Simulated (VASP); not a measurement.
Band structure of Zr (hcp). All values below come from rev-vdW-DF2, VASP's PBE PAW potentials (set 64) (plane waves; VASP).

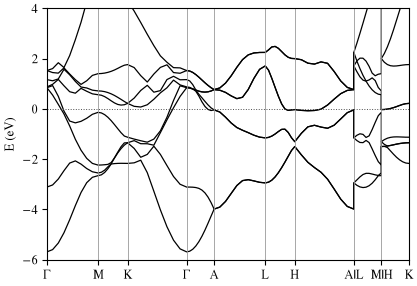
Bands along high-symmetry lines, zero at the valence-band maximum or, without a gap, the Fermi level

Question: Read the plot: is there a gap, and where are the band edges?

Answer: It has no gap at this level: it comes out as a metal or semimetal. (Edges off the drawn lines would not show.)

The compound is Zr in the hcp structure. It was relaxed first.
